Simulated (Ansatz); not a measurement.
## Electronic structure of H$_{6}$O$_{9}$Sn$_{3}$ in real space

Input file:

```
crystal:
  periodic: [false, false, false]
  atoms:
    - {symbol: Sn, position_ang: [1.244295, 2.088583, 0.950164]}
    - {symbol: Sn, position_ang: [0.139799, -2.141615, -1.438498]}
    - {symbol: Sn, position_ang: [-1.895282, 0.824362, -2.646479]}
    - {symbol: O, position_ang: [-1.224973, -0.574383, -1.485117]}
    - {symbol: O, position_ang: [-0.930417, 1.755768, 0.412852]}
    - {symbol: O, position_ang: [0.756409, 2.072563, 2.888957]}
    - {symbol: O, position_ang: [1.567463, -0.605385, -0.311502]}
    - {symbol: O, position_ang: [1.047054, -0.102534, 0.906940]}
    - {symbol: O, position_ang: [-1.893308, 2.510274, -1.831048]}
    - {symbol: O, position_ang: [-0.463324, -2.686778, 0.462515]}
    - {symbol: O, position_ang: [0.743369, -2.694744, 1.287330]}
    - {symbol: O, position_ang: [2.735411, -1.421116, -0.030500]}
    - {symbol: H, position_ang: [-1.336885, 2.185494, -0.436831]}
    - {symbol: H, position_ang: [-0.049320, 1.570266, 3.079624]}
    - {symbol: H, position_ang: [2.288919, -2.132987, 0.506736]}
    - {symbol: H, position_ang: [0.704886, -1.768111, 1.624832]}
    - {symbol: H, position_ang: [-2.431802, 0.328192, -4.190361]}
    - {symbol: H, position_ang: [-1.002314, 0.792151, 0.250387]}
basis:
  gaussian: {orbitals: def2-TZVP, initial_orbitals: start.molden}
hamiltonian: {xc: pbe0, dispersion: d4}
scf: {omitted_lower_state_checks: [starts]}
output: {orbitals: {seedname: orbitals}}
```

Run with:

```sh
ansatz run in.yaml --threads 4 --pin off --events-out ev --progress --plain --max-ram 6963MiB
```

Geometry: r2SCAN-D4/def2-SVP; core potentials replace the inner electrons of Sn.

The calculation used RKS PBE0-D4/def2-TZVP (Ansatz 0.2.0).

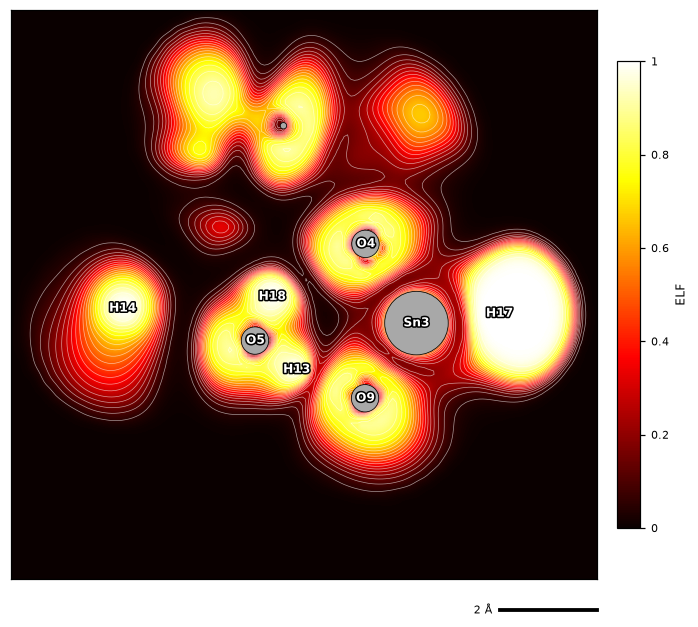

Figure 1. Electron localisation function on the plane of atoms O4, Sn3 and O9. Grey discs cover the atomic cores.

### Interpret the plot.

The section cuts through Sn, O and H sites.
Sn–O (1.87 Å): the ELF peaks at about 0.75 in the valence shell of O, 0.5 Å from its nucleus, and drops to about 0.20 between the two atoms.
O–H (0.98 Å): the ELF climbs to about 1 towards the hydrogen, as it does in any bond to H: an ordinary covalent bond to hydrogen.
Sn–O (1.94 Å): the ELF peaks at about 0.80 in the valence shell of O, 0.6 Å from its nucleus, and drops to about 0.15 between the two atoms.
The ELF also peaks beside O9 and O11, away from the bonds: lone-pair regions.

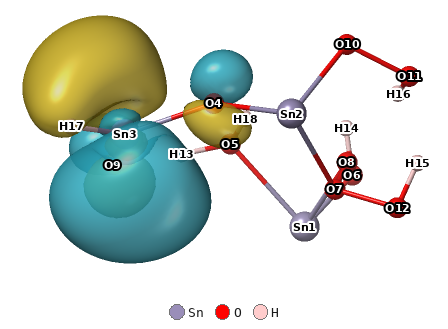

Figure 2. The LUMO at ±0.08 Å⁻³ᐟ² (yellow and cyan are the two phases), seen from one side.

### Describe this orbital and give its energy.

By Hirshfeld shares it lies mainly on Sn3 (about 70 %), O9 (about 10 %) and O4 (about 5 %). Its energy is −2.89 eV.

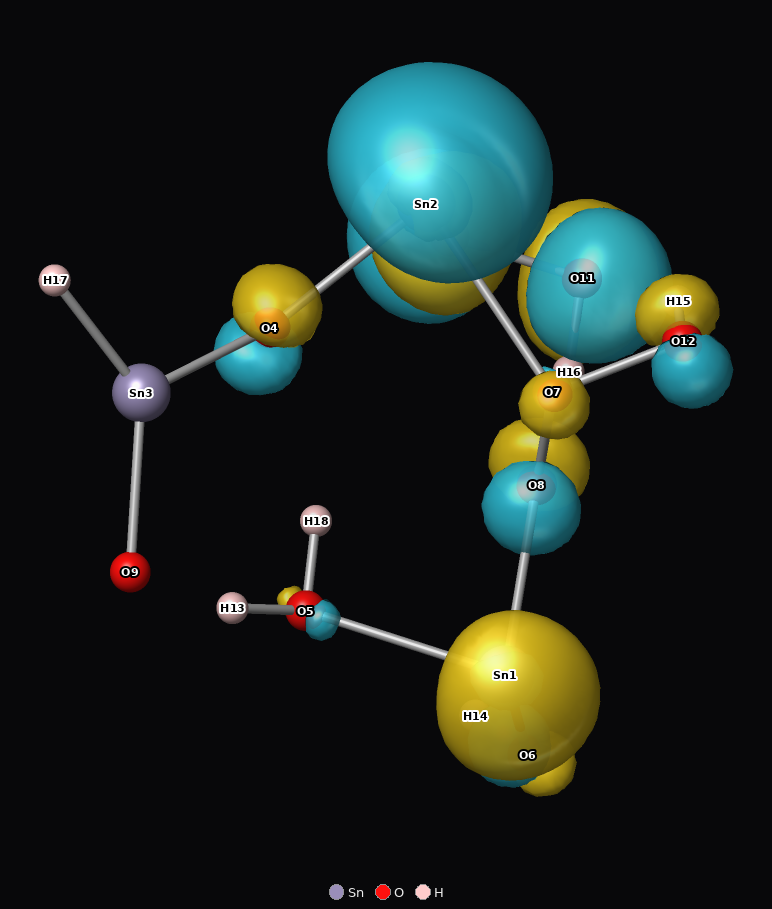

Figure 3. The HOMO at ±0.1 Å⁻³ᐟ² (yellow and cyan are the two phases), seen at a tilt.

### Describe this orbital and give its energy.

It lies mainly on O10 (about 30 %), O11 (about 25 %), Sn2 (about 20 %) and Sn1 (about 10 %). Its energy is −7.13 eV.
